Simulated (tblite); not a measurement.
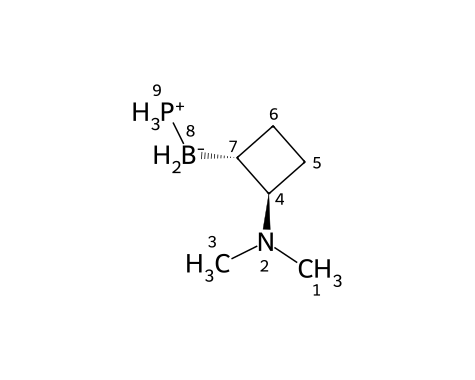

Skeletal drawing with numbered atoms; wedges and dashes mark any stereocentres. The configuration is that of a computed structure (GFN2-xTB).

Question: Give the R/S and E/Z labels.

Answer: C4: R; C7: R.

Question: Write the isomeric SMILES.

Answer: CN(C)[C@@H]1CC[C@H]1[BH2-][PH3+]
